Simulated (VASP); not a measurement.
Band structure of TlCl (CsCl type). Level of theory: RPBE GGA, VASP's PBE PAW potentials (set 64) (plane waves; VASP).

Unless said otherwise, spin-orbit coupling is left out, though it shifts the bands of the heavy elements here.

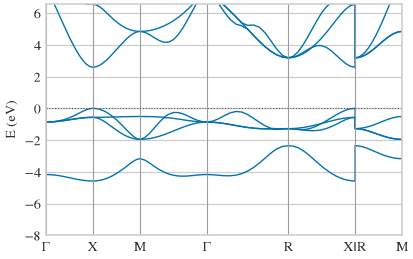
Figure: Bands along high-symmetry lines, zero at the valence-band maximum or, without a gap, the Fermi level

**Question.** Read the plot: is there a gap, and where are the band edges?

**Answer.** The gap is direct, 2.59 eV, from the valence maximum at X to the conduction minimum at X. (Edges off the drawn lines would not show.)

The compound is TlCl in the CsCl type structure. It was relaxed first, which changed the volume by +16 %.
